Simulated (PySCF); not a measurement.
**Geometry relaxation, with input and output: C$_{3}$H$_{8}$F$_{2}$Si**

- system: C$_{3}$H$_{8}$F$_{2}$Si, SMILES FC(F)CC[SiH3]
- method: PBE0-D3(BJ)/def2-SVP geometry optimisation, gas phase (PySCF 2.14.0)

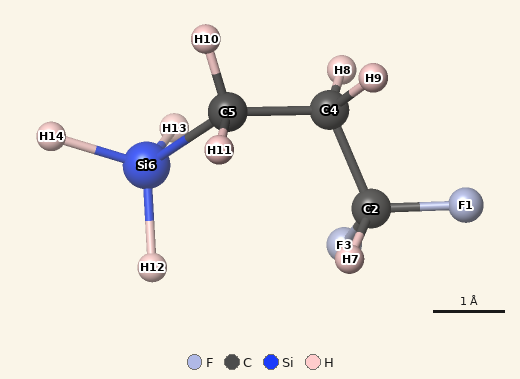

The input geometry (ball-and-stick view, seen at a tilt; atoms are numbered from 1 in the order of the input). Bond lengths as drawn: C–C 1.49 to 1.53 Å, C–F 1.34 to 1.36 Å, C–H 1.09 to 1.13 Å, C–Si 1.91 Å and H–Si 1.45 to 1.46 Å.

Results in brief:

| quantity | value |
| --- | --- |
| outcome | converged |
| total energy | −607.533021 hartree |
| dipole moment | 2.20 D |
| point group | C1 |
| hardware | 1 CPU thread, shared host |
| wall time | 73 s |
| peak memory | 0.51 GiB |

The input:
```
{"job": {"xc": "PBE0", "basis": "def2-SVP", "d3": "d3bj", "grid": 1, "shake": 0.01, "kind": "geom"}, "charge": 0, "multiplicity": 1}
F     -2.785160    -0.475570    -0.624290
C     -1.577410     0.091000    -0.475800
F     -1.042590     0.114470    -1.723380
C     -0.700660    -0.723060     0.483090
C      0.522730     0.005250     0.917200
Si     1.730650     0.455800    -0.489080
H     -1.699100     1.137960    -0.153330
H     -0.459100    -1.657660    -0.014080
H     -1.370900    -0.953570     1.365120
H      1.038480    -0.621230     1.663270
H      0.227760     0.916230     1.470830
H      1.249270     1.610620    -1.222230
H      1.864310    -0.705720    -1.360350
H      2.994570     0.790400     0.155280
```

The first line tells a small driver script what to run in PySCF; the rest is the geometry in Å.

Launch command:
```bash
OMP_NUM_THREADS=1 python <driver script> task.json out
```

Output:
```
step   0  E = -607.52745470  max force = 0.039494
step   1  E = -607.53248340  max force = 0.003689
step   2  E = -607.53275538  max force = 0.001579
step   3  E = -607.53285810  max force = 0.001114
step   4  E = -607.53295673  max force = 0.001910
step   5  E = -607.53299828  max force = 0.001507
step   6  E = -607.53301835  max force = 0.000434
step   7  E = -607.53302116  max force = 0.000182
optimisation converged
```

Trajectory as extended XYZ (Å, eV, eV/Å), 8 frames, from step=0 to step=7:
```
14
Properties=species:S:1:pos:R:3:forces:R:3 step=0 energy=-16531.66409
F    -2.7852   -0.4756   -0.6243   -0.3776  -0.1157   0.2975
C    -1.5774    0.0910   -0.4758    0.3669  -0.5211   0.0220
F    -1.0426    0.1145   -1.7234    0.4212   0.0972  -0.0385
C    -0.7007   -0.7231    0.4831   -2.0309   0.3783   0.1991
C     0.5227    0.0053    0.9172    0.5997   0.4007   0.3037
Si    1.7307    0.4558   -0.4891   -0.5120  -0.2804   0.9620
H    -1.6991    1.1380   -0.1533   -0.1018   0.0887   0.1134
H    -0.4591   -1.6577   -0.0141    0.0016  -0.5347  -0.2348
H    -1.3709   -0.9536    1.3651    0.5376   0.0504  -0.6799
H     1.0385   -0.6212    1.6633    0.2375   0.0677  -0.0951
H     0.2278    0.9162    1.4708    0.1609   0.0552  -0.0776
H     1.2493    1.6106   -1.2222   -0.2191   0.6434  -0.4856
H     1.8643   -0.7057   -1.3603    0.1808  -0.4868  -0.4593
H     2.9946    0.7904    0.1553    0.7351   0.1571   0.1730
14
Properties=species:S:1:pos:R:3:forces:R:3 step=1 energy=-16531.80093
F    -2.8744   -0.5383   -0.4752    0.1897   0.0169  -0.0907
C    -1.6748    0.0799   -0.3656    0.0266   0.0460   0.0597
F    -1.1615    0.2321   -1.6168   -0.1012  -0.0300   0.0427
C    -0.7285   -0.7415    0.4725    0.1791  -0.0446  -0.0410
C     0.5565   -0.0047    0.8619   -0.0942  -0.0066  -0.0790
Si    1.7553    0.4906   -0.5282   -0.0740  -0.0478   0.0094
H    -1.8501    1.0943    0.0432   -0.0058  -0.0712  -0.0002
H    -0.5010   -1.6606   -0.0997   -0.0657   0.0978   0.0490
H    -1.2658   -1.0570    1.3787   -0.1002   0.0214   0.0241
H     1.1329   -0.6453    1.5479    0.0290  -0.0223   0.0138
H     0.3043    0.8971    1.4471    0.0446   0.0275   0.0099
H     1.2785    1.6800   -1.2930    0.0024  -0.0016  -0.0007
H     1.9430   -0.6629   -1.4595    0.0084   0.0115  -0.0179
H     3.0815    0.8266    0.0805   -0.0387   0.0029   0.0208
14
Properties=species:S:1:pos:R:3:forces:R:3 step=2 energy=-16531.80833
F    -2.8404   -0.5510   -0.5150    0.0013  -0.0100  -0.0070
C    -1.6564    0.0824   -0.3674   -0.0463  -0.0385  -0.0435
F    -1.1278    0.2439   -1.6093    0.0297   0.0396  -0.0138
C    -0.7258   -0.7393    0.4817    0.0812   0.0167   0.0436
C     0.5557   -0.0050    0.8712   -0.0348  -0.0427   0.0146
Si    1.7366    0.4855   -0.5299   -0.0006  -0.0021  -0.0267
H    -1.8503    1.0899    0.0449   -0.0232  -0.0094   0.0142
H    -0.5001   -1.6546   -0.0906   -0.0289  -0.0128   0.0182
H    -1.2835   -1.0518    1.3792   -0.0194   0.0378  -0.0050
H     1.1371   -0.6459    1.5546    0.0121   0.0036  -0.0112
H     0.3139    0.9009    1.4555    0.0163   0.0015   0.0023
H     1.2534    1.6754   -1.2899    0.0092   0.0010   0.0042
H     1.9217   -0.6642   -1.4667    0.0039   0.0081  -0.0017
H     3.0620    0.8242    0.0755   -0.0005   0.0071   0.0117
14
Properties=species:S:1:pos:R:3:forces:R:3 step=3 energy=-16531.81112
F    -2.8232   -0.5735   -0.5495   -0.0143  -0.0201   0.0014
C    -1.6536    0.0780   -0.3755   -0.0120  -0.0083  -0.0270
F    -1.1067    0.2585   -1.6069    0.0409   0.0260  -0.0069
C    -0.7267   -0.7355    0.4870   -0.0095   0.0315   0.0086
C     0.5547   -0.0045    0.8766   -0.0070  -0.0273   0.0072
Si    1.7332    0.4846   -0.5275    0.0143   0.0156  -0.0151
H    -1.8710    1.0785    0.0407   -0.0291   0.0068   0.0148
H    -0.5020   -1.6536   -0.0788   -0.0092  -0.0573   0.0115
H    -1.2976   -1.0397    1.3796    0.0170   0.0300   0.0038
H     1.1379   -0.6461    1.5581   -0.0022   0.0030  -0.0154
H     0.3211    0.9041    1.4602   -0.0055  -0.0064   0.0020
H     1.2547    1.6791   -1.2826    0.0062   0.0033   0.0045
H     1.9182   -0.6598   -1.4706    0.0012   0.0010   0.0056
H     3.0570    0.8202    0.0829    0.0093   0.0022   0.0049
14
Properties=species:S:1:pos:R:3:forces:R:3 step=4 energy=-16531.81381
F    -2.7859   -0.6203   -0.6256   -0.0545  -0.0051  -0.0052
C    -1.6500    0.0702   -0.3961    0.0553  -0.0011  -0.0002
F    -1.0600    0.2893   -1.6017    0.0197   0.0130   0.0097
C    -0.7336   -0.7281    0.4929   -0.0982   0.0138  -0.0402
C     0.5481   -0.0042    0.8838    0.0554   0.0176  -0.0155
Si    1.7335    0.4860   -0.5169    0.0147   0.0255   0.0150
H    -1.9196    1.0557    0.0259   -0.0215   0.0052  -0.0003
H    -0.5112   -1.6588   -0.0532    0.0017  -0.0520   0.0088
H    -1.3243   -1.0114    1.3798    0.0491   0.0104   0.0212
H     1.1297   -0.6495    1.5629   -0.0092   0.0010  -0.0069
H     0.3251    0.9073    1.4671   -0.0289  -0.0149   0.0056
H     1.2712    1.6928   -1.2619    0.0028   0.0042   0.0038
H     1.9190   -0.6478   -1.4720    0.0009  -0.0088   0.0094
H     3.0538    0.8091    0.1088    0.0127  -0.0089  -0.0052
14
Properties=species:S:1:pos:R:3:forces:R:3 step=5 energy=-16531.81494
F    -2.7832   -0.6242   -0.6470   -0.0258  -0.0122  -0.0038
C    -1.6518    0.0698   -0.4035    0.0399   0.0230   0.0066
F    -1.0506    0.2989   -1.6017    0.0125  -0.0024   0.0094
C    -0.7390   -0.7267    0.4910   -0.0775  -0.0086  -0.0383
C     0.5451   -0.0056    0.8822    0.0426   0.0250  -0.0243
Si    1.7396    0.4862   -0.5109    0.0020   0.0135   0.0151
H    -1.9325    1.0517    0.0195   -0.0061   0.0053   0.0057
H    -0.5201   -1.6639   -0.0465    0.0035  -0.0234   0.0061
H    -1.3284   -1.0011    1.3813    0.0288   0.0056   0.0124
H     1.1234   -0.6532    1.5616   -0.0077  -0.0014   0.0005
H     0.3212    0.9048    1.4667   -0.0205  -0.0104   0.0066
H     1.2875    1.6984   -1.2533    0.0009   0.0018   0.0022
H     1.9263   -0.6453   -1.4685    0.0006  -0.0064   0.0052
H     3.0584    0.8006    0.1229    0.0068  -0.0092  -0.0034
14
Properties=species:S:1:pos:R:3:forces:R:3 step=6 energy=-16531.81548
F    -2.7810   -0.6184   -0.6701    0.0040   0.0068  -0.0083
C    -1.6513    0.0746   -0.4114    0.0111   0.0049   0.0074
F    -1.0356    0.3098   -1.6009   -0.0133  -0.0014   0.0005
C    -0.7471   -0.7255    0.4867   -0.0075  -0.0223  -0.0008
C     0.5403   -0.0085    0.8797    0.0116   0.0127  -0.0092
Si    1.7460    0.4837   -0.5031   -0.0052  -0.0018   0.0040
H    -1.9374    1.0540    0.0144    0.0019  -0.0004  -0.0037
H    -0.5327   -1.6690   -0.0430    0.0006   0.0107  -0.0019
H    -1.3340   -0.9911    1.3809   -0.0024   0.0010   0.0008
H     1.1127   -0.6596    1.5606   -0.0013  -0.0006   0.0056
H     0.3132    0.8993    1.4668   -0.0022  -0.0023   0.0040
H     1.3066    1.7021   -1.2432    0.0023  -0.0007   0.0015
H     1.9324   -0.6465   -1.4624    0.0001  -0.0010  -0.0004
H     3.0640    0.7855    0.1390    0.0003  -0.0056   0.0005
14
Properties=species:S:1:pos:R:3:forces:R:3 step=7 energy=-16531.81556
F    -2.7824   -0.6107   -0.6748    0.0049   0.0009   0.0011
C    -1.6508    0.0786   -0.4134   -0.0049   0.0041  -0.0014
F    -1.0345    0.3139   -1.6023    0.0004  -0.0001   0.0004
C    -0.7494   -0.7249    0.4845    0.0064  -0.0093   0.0019
C     0.5390   -0.0099    0.8798   -0.0033   0.0032  -0.0016
Si    1.7483    0.4806   -0.5000   -0.0024  -0.0045   0.0000
H    -1.9353    1.0581    0.0131    0.0045   0.0002   0.0013
H    -0.5360   -1.6682   -0.0458   -0.0002   0.0094  -0.0038
H    -1.3367   -0.9899    1.3786   -0.0072   0.0002  -0.0035
H     1.1087   -0.6626    1.5615    0.0000  -0.0005   0.0037
H     0.3115    0.8972    1.4680    0.0013  -0.0001   0.0004
H     1.3140    1.7010   -1.2398    0.0018  -0.0005   0.0013
H     1.9328   -0.6497   -1.4598   -0.0010   0.0004  -0.0012
H     3.0665    0.7768    0.1441   -0.0004  -0.0034   0.0015
```

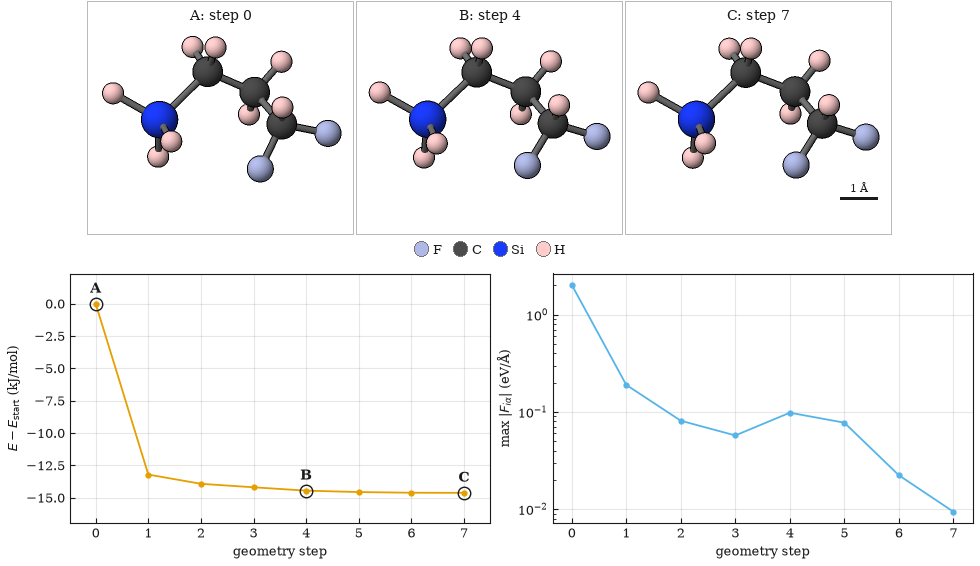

Frames of the relaxation (ball-and-stick view, seen at a tilt) above the curves, on which the letters mark them (steps are counted from 0).

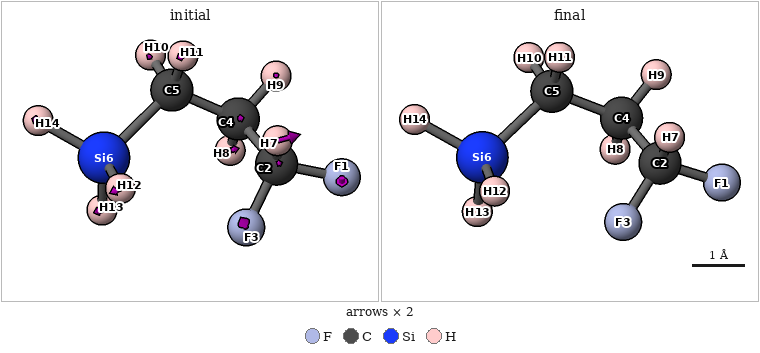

Before (left) and after (right) the relaxation, at one scale (ball-and-stick view, seen at a tilt). The pink arrows give the displacements, magnified 2 times. Over 7 geometry steps the energy falls by 14.6 kJ/mol. Largest force component: 2 eV/Å at the start, 0.0094 eV/Å at the end. The atom that moves furthest after the best rigid fit is H7 (0.25 Å). Largest moves by element: H 0.25 Å, F 0.17 Å, C 0.07 Å, Si 0.04 Å. Among the contacts that change: Si6–H12 1.450 → 1.492 Å, Si6–H14 1.458 → 1.497 Å, C4–C5 1.488 → 1.526 Å, Si6–H13 1.458 → 1.494 Å. Among the angles that change: Si6–C5–H10 109.7° → 105.9°, C4–C5–Si6 114.9° → 118.1°, H13–Si6–H14 111.6° → 108.5°. (Atoms are counted from 1 in the order of the input.)
